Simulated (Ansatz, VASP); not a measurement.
## Cross-check of Si3N4 between VASP and Ansatz

Wanted: the spread between two codes on one cell, functional and k mesh.

Program: Ansatz 0.2.0. Level of theory: plane waves, with VASP 6.6.1 beside it; single point at r2SCAN and single point at LDA. Results are calculated unless marked as measured.

### Step 1. The starting structure

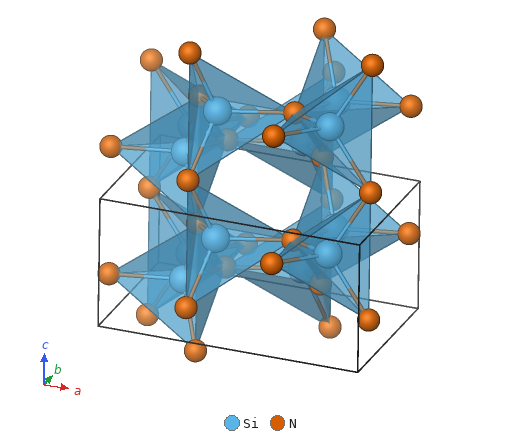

Start, viewed slightly off an axis; silicon blue, nitrogen orange. 1×1×2 cells are drawn. Some periodic images of atoms are drawn too.

Coordinates:

```cif
data_structure
_symmetry_space_group_name_H-M 'P6_3/m'
_symmetry_Int_Tables_number 176
_cell_length_a 7.6279
_cell_length_b 7.6279
_cell_length_c 2.9114
_cell_angle_alpha 90.000
_cell_angle_beta 90.000
_cell_angle_gamma 120.000
_cell_volume 146.70
loop_
_atom_site_label
_atom_site_type_symbol
_atom_site_symmetry_multiplicity
_atom_site_Wyckoff_symbol
_atom_site_fract_x
_atom_site_fract_y
_atom_site_fract_z
_atom_site_occupancy
Si1 Si 6 h 0.17396 0.76758 0.25000 1
N1 N 2 c 0.33333 0.66667 0.25000 1
N2 N 6 h 0.33003 0.02965 0.25000 1
```

### Step 2. VASP: single point, r2SCAN

With cell and atoms fixed, the geometry can't cause a difference; cores, projectors, grids and the points listed under the comparison can.

Lines of VASP's logs that name or quote its potential files are left out, and so is its time.

Contents of INCAR:

```
SYSTEM = Si3N4
PREC = Accurate
ENCUT = 520
EDIFF = 1E-06
NELM = 100
ISMEAR = 0
SIGMA = 0.02
LREAL = .FALSE.
ALGO = Normal
METAGGA = R2SCAN
LASPH = .TRUE.
NBANDS = 46
LORBIT = 11
LWAVE = .FALSE.
LCHARG = .FALSE.
KPAR = 4
```

Contents of POSCAR:

```
Si3N4
1.0
    7.6279389462     -0.0000000021      0.0000000000
   -3.8139694763      6.6059889094      0.0000000000
    0.0000000000      0.0000000000      2.9113792520
Si N
6 8
Direct
    0.1739618493      0.7675785540      0.2500000000
    0.4063832953      0.1739618493      0.7500000000
    0.2324214460      0.4063832953      0.2500000000
    0.8260381507      0.2324214460      0.7500000000
    0.5936167047      0.8260381507      0.2500000000
    0.7675785540      0.5936167047      0.7500000000
    0.3333333330      0.6666666670      0.2500000000
    0.6666666670      0.3333333330      0.7500000000
    0.3300264676      0.0296463643      0.2500000000
    0.3003801034      0.3300264676      0.7500000000
    0.9703536357      0.3003801034      0.2500000000
    0.6699735324      0.9703536357      0.7500000000
    0.6996198966      0.6699735324      0.2500000000
    0.0296463643      0.6996198966      0.7500000000
```

Contents of KPOINTS:

```
Automatic mesh
0
Gamma
4 4 8
0 0 0
```

The projector-augmented-wave data sets are Si and N (PBE family, release 64).

On the command line:

```
$ mpirun -np 4 vasp_std
```

Numbers of over 12 decimals in the logs are rounded to 6 here.

What it wrote:

```text
[banner, memory and clock lines left out]
running    4 mpi-ranks, on    1 nodes
 distrk:  each k-point on    1 cores,    4 groups
 distr:  one band on    1 cores,    1 groups

 POSCAR found type information on POSCAR SiN
 POSCAR found :  2 types and      14 ions
|                                                                             |
|               ----> ADVICE to this user running VASP <----                  |
|                                                                             |
|     You enforced a specific xc type in the INCAR file but a different       |
|     [... a line on the potential file left out ...]
|     I HOPE YOU KNOW WHAT YOU ARE DOING!                                     |
|                                                                             |

 LDA part: xc-table for (None), standard interpolation
 POSCAR, INCAR and KPOINTS ok, starting setup
 FFT: planning ... GRIDC
 FFT: planning ... GRID_SOFT
 FFT: planning ... GRID
 WAVECAR not read
 entering main loop
       N       E                     dE             d eps       ncg     rms          rms(c)
DAV:   1     0.250338846644E+03    0.25034E+03   -0.32438E+04  1840   0.133E+03
DAV:   2    -0.153909631361E+03   -0.40425E+03   -0.38491E+03  2366   0.283E+02
DAV:   3    -0.177296371121E+03   -0.23387E+02   -0.23234E+02  2368   0.714E+01
DAV:   4    -0.177633785223E+03   -0.33741E+00   -0.33645E+00  2304   0.936E+00
DAV:   5    -0.177641215495E+03   -0.74303E-02   -0.74254E-02  2274   0.133E+00    0.302E+01
DAV:   6    -0.143485300541E+03    0.34156E+02   -0.40224E+01  2236   0.252E+01    0.165E+01
DAV:   7    -0.144017591544E+03   -0.53229E+00   -0.51747E+00  2320   0.934E+00    0.729E+00
DAV:   8    -0.144146023761E+03   -0.12843E+00   -0.26772E-01  2164   0.263E+00    0.191E+00
DAV:   9    -0.144153089229E+03   -0.70655E-02   -0.81630E-02  2272   0.136E+00    0.490E-01
DAV:  10    -0.144153851846E+03   -0.76262E-03   -0.21471E-03  2210   0.259E-01    0.289E-01
DAV:  11    -0.144154543287E+03   -0.69144E-03   -0.11596E-03  2068   0.188E-01    0.474E-02
DAV:  12    -0.144154542903E+03    0.38370E-06   -0.45549E-05  2376   0.360E-02    0.358E-02
DAV:  13    -0.144154540142E+03    0.27609E-05   -0.11864E-05  2104   0.154E-02    0.124E-02
DAV:  14    -0.144154540093E+03    0.49002E-07   -0.10744E-06  1592   0.600E-03
   1 F= -.14415454E+03 E0= -.14415454E+03  d E =-.662610E-34
```

OUTCAR, selected parts (step 2):

```text
ion  position               nearest neighbor table
   1  0.174  0.768  0.250-   7 1.73  14 1.74  14 1.74   9 1.74   5 3.00   3 3.00   6 3.06   6 3.06
                             2 3.06   2 3.06
   2  0.406  0.174  0.750-   8 1.73   9 1.74   9 1.74  10 1.74   4 3.00   6 3.00   1 3.06   1 3.06
                             3 3.06   3 3.06
   3  0.232  0.406  0.250-   7 1.73  10 1.74  10 1.74  11 1.74   5 3.00   1 3.00   4 3.06   4 3.06
                             2 3.06   2 3.06
   4  0.826  0.232  0.750-   8 1.73  11 1.74  11 1.74  12 1.74   2 3.00   6 3.00   3 3.06   3 3.06
                             5 3.06   5 3.06
   5  0.594  0.826  0.250-   7 1.73  12 1.74  12 1.74  13 1.74   1 3.00   3 3.00   4 3.06   4 3.06
                             6 3.06   6 3.06
   6  0.768  0.594  0.750-   8 1.73  13 1.74  13 1.74  14 1.74   2 3.00   4 3.00   1 3.06   1 3.06
                             5 3.06   5 3.06
   7  0.333  0.667  0.250-   1 1.73   5 1.73   3 1.73
   8  0.667  0.333  0.750-   4 1.73   2 1.73   6 1.73
   9  0.330  0.030  0.250-   2 1.74   2 1.74   1 1.74
  10  0.300  0.330  0.750-   3 1.74   3 1.74   2 1.74
  11  0.970  0.300  0.250-   4 1.74   4 1.74   3 1.74
  12  0.670  0.970  0.750-   5 1.74   5 1.74   4 1.74
  13  0.700  0.670  0.250-   6 1.74   6 1.74   5 1.74
  14  0.030  0.700  0.750-   1 1.74   1 1.74   6 1.74

  LATTYP: Found a hexagonal cell.
 ALAT       =     7.6279389462
 C/A-ratio  =     0.3816731194

 Subroutine GETGRP returns: Found 12 space group operations
 (whereof  6 operations were pure point group operations)

The static configuration has the point symmetry S_6 .
 The point group associated with its full space group is C_6h.

 Found     20 irreducible k-points:

   k-points           NKPTS =     20   k-points in BZ     NKDIM =     20   number of bands    NBANDS=     46

   dimension x,y,z NGX =    60 NGY =   60 NGZ =   24
   dimension x,y,z NGXF=   120 NGYF=  120 NGZF=   48

   ENCUT  =  520.0 eV  38.22 Ry    6.18 a.u.  14.18 14.18  5.41*2*pi/ulx,y,z

   NELECT =      64.0000    total number of electrons

 k-points in reciprocal lattice and weights: Automatic mesh
   0.00000000  0.00000000  0.00000000       0.008
   0.25000000  0.00000000  0.00000000       0.047
   0.50000000  0.00000000  0.00000000       0.023
   0.25000000  0.25000000  0.00000000       0.047
   0.00000000  0.00000000  0.12500000       0.016
   0.25000000  0.00000000  0.12500000       0.094
   0.50000000  0.00000000  0.12500000       0.047
   0.25000000  0.25000000  0.12500000       0.094
   0.00000000  0.00000000  0.25000000       0.016
[...]
0.50000000  0.00000000  0.50000000       0.023
   0.25000000  0.25000000  0.50000000       0.047

 average (electrostatic) potential at core
       1 -85.4021       2 -85.4021       3 -85.4021       4 -85.4021       5 -85.4021
       6 -85.4021       7 -63.4870       8 -63.4870       9 -63.8372      10 -63.8372
      11 -63.8372      12 -63.8372      13 -63.8372      14 -63.8372

 E-fermi :   6.5969

 k-point     1 :       0.0000    0.0000    0.0000
  band No.  band energies     occupation
    ...
     28       5.1327      2.00000
     29       5.1327      2.00000
     30       5.9694      2.00000
     31       6.0446      2.00000
     32       6.2359      2.00000
     33      11.4145      0.00000
     34      11.6566      0.00000
     35      11.9871      0.00000
     36      11.9871      0.00000
     37      12.3050      0.00000
    ...

 k-point     2 :       0.2500    0.0000    0.0000
  band No.  band energies     occupation
    ...
     28       4.8317      2.00000
     29       5.0879      2.00000
     30       5.8729      2.00000
     31       6.0241      2.00000
     32       6.2186      2.00000
     33      11.5583      0.00000
     34      11.8319      0.00000
     35      12.0076      0.00000
     36      12.0259      0.00000
     37      12.4322      0.00000
    ...

 k-point     3 :       0.5000    0.0000    0.0000
  band No.  band energies     occupation
    ...
     28       4.7179      2.00000
     29       5.0808      2.00000
     30       5.6528      2.00000
     31       6.1022      2.00000
     32       6.1784      2.00000
     33      11.6830      0.00000
     34      11.8034      0.00000
     35      11.9767      0.00000
     36      12.3649      0.00000
     37      12.7396      0.00000
    ...

  Total       -2.1742038     -2.1742038     -2.1377906     -0.0000011      0.0000000      0.0000000
  in kB      -23.7447172    -23.7447172    -23.3470451     -0.0000122      0.0000000      0.0000000
  external PRESSURE =     -23.6121598 kB  Pullay stress =       0.0000000 kB

  energy-cutoff  :      520.00
  volume of cell :      146.70
      direct lattice vectors                 reciprocal lattice vectors
     7.627938946 -0.000000002  0.000000000     0.131097012  0.075688895  0.000000000
    -3.813969476  6.605988909  0.000000000     0.000000000  0.151377790  0.000000000
     0.000000000  0.000000000  2.911379252     0.000000000  0.000000000  0.343479813

 POSITION                                       TOTAL-FORCE (eV/Angst)
 -----------------------------------------------------------------------------------
     -1.60055      5.07062      0.72784        -0.006395      0.072377     -0.000000
      2.43638      1.14919      2.18353        -0.065878      0.030650     -0.000000
      0.22296      2.68456      0.72784        -0.059483     -0.041727     -0.000000
      5.41452      1.53537      2.18353         0.006395     -0.072377     -0.000000
      1.37759      5.45680      0.72784         0.065878     -0.030650     -0.000000
      3.59101      3.92143      2.18353         0.059483      0.041727      0.000000
     -0.00000      4.40399      0.72784         0.000000     -0.000000     -0.000000
      3.81397      2.20200      2.18353        -0.000000     -0.000000      0.000000
      2.40435      0.19584      0.72784        -0.014955      0.039890     -0.000000
      1.03257      2.18015      2.18353        -0.042023      0.006994      0.000000
      6.25616      1.98431      0.72784        -0.027068     -0.032896     -0.000000
      1.40962      6.41015      2.18353         0.014955     -0.039890     -0.000000
      2.78140      4.42584      0.72784         0.042023     -0.006994      0.000000
     -2.44219      4.62168      2.18353         0.027068      0.032896      0.000000
 -----------------------------------------------------------------------------------
    total drift:                               -0.000000      0.000000     -0.000000

  FREE ENERGIE OF THE ION-ELECTRON SYSTEM (eV)
  ---------------------------------------------------
  free  energy   TOTEN  =      -144.1545400930 eV

  energy  without entropy=     -144.1545400930  energy(sigma->0) =     -144.15454009

 total charge
# of ion       s       p       d       tot
------------------------------------------
    1        0.664   0.970   0.000   1.634
    2        0.664   0.970   0.000   1.634
    3        0.664   0.970   0.000   1.634
    4        0.664   0.970   0.000   1.634
    5        0.664   0.970   0.000   1.634
    6        0.664   0.970   0.000   1.634
    7        1.233   2.765   0.000   3.998
    8        1.233   2.765   0.000   3.998
    9        1.229   2.752   0.000   3.981
   10        1.229   2.752   0.000   3.981
   11        1.229   2.752   0.000   3.981
   12        1.229   2.752   0.000   3.981
   13        1.229   2.752   0.000   3.981
   14        1.229   2.752   0.000   3.981
--------------------------------------------------
tot         13.827  27.863   0.000  41.690

[... 3 further parts left out ...]
```

The run ends at a pressure of -2.36 GPa, with forces up to 0.073 eV/Å.

### Step 3. Ansatz: single point, r2SCAN

Ansatz runs on its default PAW (the set named soft_2) files.

The same cell, functional, mesh and smearing now go to Ansatz, which takes its cutoff from its data sets.

Contents of input.yaml:

```yaml
crystal:
  lattice:
    - [7.6279389462, -2.1e-09, 0.0]
    - [-3.8139694763, 6.6059889094, 0.0]
    - [0.0, 0.0, 2.911379252]
  atoms:
    - { symbol: Si, position: [0.1739618493, 0.767578554, 0.25] }
    - { symbol: Si, position: [0.4063832953, 0.1739618493, 0.75] }
    - { symbol: Si, position: [0.232421446, 0.4063832953, 0.25] }
    - { symbol: Si, position: [0.8260381507, 0.232421446, 0.75] }
    - { symbol: Si, position: [0.5936167047, 0.8260381507, 0.25] }
    - { symbol: Si, position: [0.767578554, 0.5936167047, 0.75] }
    - { symbol: "N", position: [0.333333333, 0.666666667, 0.25] }
    - { symbol: "N", position: [0.666666667, 0.333333333, 0.75] }
    - { symbol: "N", position: [0.3300264676, 0.0296463643, 0.25] }
    - { symbol: "N", position: [0.3003801034, 0.3300264676, 0.75] }
    - { symbol: "N", position: [0.9703536357, 0.3003801034, 0.25] }
    - { symbol: "N", position: [0.6699735324, 0.9703536357, 0.75] }
    - { symbol: "N", position: [0.6996198966, 0.6699735324, 0.25] }
    - { symbol: "N", position: [0.0296463643, 0.6996198966, 0.75] }
hamiltonian:
  xc: r2scan
  pseudopotentials: { kind: paw }
kpoints:
  mp_grid: { grid: [4, 4, 8] }
scf:
  occupations: { method: gaussian, width: 0.02 }
  n_extra_bands: 7
output:
  forces: true
  stress: true
  eigenvalues: true
```

On the command line:

```
$ ansatz run input.yaml --threads 8 --pin off --max-ram 18432MiB --backend cpu --events-out ev --progress --plain --runs-dir out
```

What it wrote:

```text
Warning: the atoms were moved onto the symmetric positions of the space group found under crystal.symmetry.tolerance 1.0e-5 (fractional; no operation is sought that the atoms, as they stand in a round, miss by more than twice it, and no atom is moved by as much as it), and the run uses the moved positions. Before a round's move an operation carried an atom to 7.63e-9 Å from where it should land, the largest such dist [...]
scf.n_extra_bands = 7 over 32 filled bands (N_el = 64.0): the run solves 39 bands
Engine: ansatz 0.2.0, aarch64-unknown-linux-gnu
Pseudopotentials: kind: paw
Pseudopotential: Si, paw, valence charge 4, recommended cutoff 500 eV (meta_gga), Si.paw.azcp
Pseudopotential: N, paw, valence charge 5, recommended cutoff 500 eV (meta_gga), N.paw.azcp
Functional definition: r2SCAN
  parameter k0 = 0.174
  parameter k1 = 0.065
  parameter a1 = 4.9479
  exchange = r2scan_x(k0 = k0, k1 = k1, a1 = a1)
  correlation = r2scan_c
Crystal: 14 atoms, lattice volume = 146.705 Å³
Basis set: ecut = 500 eV, 3731 PW (Γ), exchange–correlation on 240×240×96 points (64 copies of the dense FFT grid, shifted against one another)
Bands: 39, of which v1, the nominal top of the filled ones, is band 32 counted from 1 (31 counted from 0)
Symmetry: 12 space group operations
Space group: P63/m (ITA 176), of the structure as read, at distance tolerance 5.3e-5 Å
k-points: 20 of 128
Non-local potential: Si, projectors of the file, l = 0: 2, l = 1: 2, l = 2: 2
Non-local potential: N, projectors of the file, l = 0: 2, l = 1: 2, l = 2: 1
PAW form: soft (Blöchl's): semilocal exchange-correlation on the pseudo side does not see the compensation charge
PAW frozen core: Si, regenerated for the run's functional (the file was generated under x = pbe(κ = 0.804, μ = 0.219515), c = pbe(β = 0.066725))
PAW frozen core: N, regenerated for the run's functional (the file was generated under x = pbe(κ = 0.804, μ = 0.219515), c = pbe(β = 0.066725))
PAW one-centre angular grid: Si, 302 points (default); XC on 160 Gauss nodes
PAW one-centre angular grid: N, 302 points (default); XC on 160 Gauss nodes
Initial density: superposition of atomic densities (neutral atoms: chi_scale 0, normalization atom), corrected by the library's trained network
Initial wavefunctions: pseudopotential atomic-orbital guess
Functional: x = r2scan, c = r2scan; τ floored in thin density (d = 2e-4 eV/Å³)
SCF iter   1: F=—  HF=-6930.439617 eV  |F-HF|=—  |Δ(HF+E_count)|=         —  Δρ=7.87e-3  dr2=8.55e-2  dr2_τ=1.58e0  ethr=1.77e-3  ⟨swp⟩=10.8  Hψ=4394  notcnv=0
preconditioner: auto → Resta (q_TF=auto, 2.376 Å⁻¹)  ε∞=4.0  [insulator: Δε(μ)=5.015 eV  Ē_g=14.168 eV  σ=0.020 eV  W_gap=1.00  n_scr=32 (ndim 8)  ℏωp=24.5 eV  f_vac=0.034  D(μ)=0.00/eV (n_scr^D=0)  ε∞_Penn≈4.0]
SCF iter   2: F=—  HF=-6930.844525 eV  |F-HF|=—  |Δ(HF+E_count)|=   4.05e-1  Δρ=5.60e-3  dr2=3.26e-2  dr2_τ=8.48e-4  ethr=1.34e-4  ⟨swp⟩=3.2  Hψ=1793  notcnv=0  defer=41
SCF iter   3: F=—  HF=-6930.840291 eV  |F-HF|=—  |Δ(HF+E_count)|=   4.23e-3  Δρ=6.85e-4  dr2=3.62e-4  dr2_τ=1.79e-4  ethr=5.09e-5  ⟨swp⟩=2.0  Hψ=1318  notcnv=0  defer=41
SCF iter   4: F=—  HF=-6930.840561 eV  |F-HF|=—  |Δ(HF+E_count)|=   2.70e-4  Δρ=2.05e-4  dr2=4.66e-5  dr2_τ=6.78e-6  ethr=5.66e-7  ⟨swp⟩=2.0  Hψ=1385  notcnv=0  defer=41
SCF iter   5: F=—  HF=-6930.840437 eV  |F-HF|=—  |Δ(HF+E_count)|=   1.24e-4  Δρ=8.80e-5  dr2=9.84e-6  dr2_τ=1.71e-6  ethr=7.28e-8  ⟨swp⟩=2.0  Hψ=1376  notcnv=0  defer=41
SCF iter   6: F=—  HF=-6930.840438 eV  |F-HF|=—  |Δ(HF+E_count)|=   3.84e-7  Δρ=1.60e-5  dr2=5.33e-7  dr2_τ=2.16e-8  ethr=1.54e-8  ⟨swp⟩=2.0  Hψ=1284  notcnv=0  defer=41
SCF iter   7: F=-6930.840438 eV  HF=-6930.840438 eV  |F-HF|=8.47e-9  |Δ(HF+E_count)|=   2.16e-7  Δρ=5.51e-6  dr2=5.78e-8  dr2_τ=1.72e-9  ethr=1.56e-10  ⟨swp⟩=12.8  Hψ=3801  notcnv=0
SCF 1 converged in 7 iterations: F = -6930.840438 eV  dr2 = 5.78e-8
  greatest PAW one-centre occupation: 0.798 electrons in one spin orbital (limit 2), on the N atom at site 7 (counted from 0), in its partial waves of l = 0
SCF converged after 7 iterations
Free energy (F): -6930.840438 eV
Harris-Foulkes:  -6930.840438 eV  (|F-HF|=8.47e-9)
Internal energy: -6930.840438 eV  (E = F + TS)
E sigma→0 (E₀):  -6930.840438 eV
Fermi energy:    10.431195 eV
--- Per-component energies (eV) ---
  E_band       = 24.281734
  E_kinetic    = 1356.945049
  E_local      = -2157.823163  (includes V_loc(G=0)·N_el)
  E_nonlocal   = 498.225986
  E_hartree    = 726.792426
  E_xc         = -803.470207
  E_vxc        = -1002.166852  (∫ρ·V_xc dr)
  E_paw        = -4152.864988  (= ΣΔE_a)
  E_vpaw       = -178.470108  (= ΣTr[D̂ρ^β])
  E_aug_tail   = 0.000166  (compensation charges beyond the density's cutoff)
  E_vtau       = 53.986707  (kinetic-family band-sum trace: ∫τ·v_τ [+ j·A + Jᵃ·Aᵃ] dr)
  E_ewald      = -2397.950593
  E_core_change = -0.695115  (= ΣΔE_core)
  E_smearing   = -0.000000  (= −TS)
  E_closure    = -0.000000  (closes the sum)
  Σ components = -6930.840438   (vs F -6930.840438, Δ=0.00e0)
--- Forces (eV/Å), atoms counted from 1 ---
  atom   1  Si    -0.00547901     0.07106820     0.00000000
  atom   2  Si    -0.06428637     0.03078913     0.00000000
  atom   3  Si    -0.05880736    -0.04027906     0.00000000
  atom   4  Si     0.00547901    -0.07106820     0.00000000
  atom   5  Si     0.06428637    -0.03078913     0.00000000
  atom   6  Si     0.05880736     0.04027906     0.00000000
  atom   7  N     -0.00000000    -0.00000000     0.00000000
  atom   8  N      0.00000000    -0.00000000     0.00000000
  atom   9  N     -0.01429849     0.04033590     0.00000000
  atom  10  N     -0.04208116     0.00778509     0.00000000
  atom  11  N     -0.02778266    -0.03255081     0.00000000
  atom  12  N      0.01429849    -0.04033590     0.00000000
  atom  13  N      0.04208116    -0.00778509     0.00000000
  atom  14  N      0.02778266     0.03255081     0.00000000
  max |Σ_I F_I| component: 2.08e-17 eV/Å
--- Stress (GPa, compression-positive) ---
       -2.234237      -0.000007       0.000000
        0.000007      -2.234237       0.000000
        0.000000       0.000000      -2.142179
  P = ⅓ Tr σ = -2.2036 GPa (-22.036 kbar)
--- Band table (eV; the first three rows and the last of 20) ---
  k-point 0: bands = [... 28 lower, 6.6432, 7.4734, 7.5505, 7.7406, 12.9273, 13.1375, 13.4924, 13.4924, ... 3 higher]
  k-point 1: bands = [... 28 lower, 6.6724, 6.8435, 7.0311, 7.9350, 13.7476, 14.0804, 14.3703, 14.3703, ... 3 higher]
  k-point 2: bands = [... 28 lower, 6.3352, 6.6077, 6.6077, 7.8735, 14.2882, 14.2882, 14.9329, 15.3603, ... 3 higher]
  k-point 19: bands = [... 28 lower, 6.4622, 6.4622, 6.8237, 6.8237, 13.4646, 13.4646, 14.2563, 14.2563, ... 3 higher]
```

It took 5.3 s on 8 threads of Arm Neoverse N1, shared host; peak memory 1.1 GiB.

The run ends at a pressure of -2.20 GPa, with forces up to 0.071 eV/Å.

(Part 1 of 2 ends here.)

[Lines on the potential files, build, host, timing and source positions are cut from VASP's logs without a mark.]

[Logs are printed without paths, hosts, clocks, repeated set-up lines and the standing remarks that a program may print on its own settings, such as how far it seeks lower states.]

[Hosts, paths, dates, database ids (printed as entryN), source tags and the programs' standing remarks are cut or masked in the printed files.]
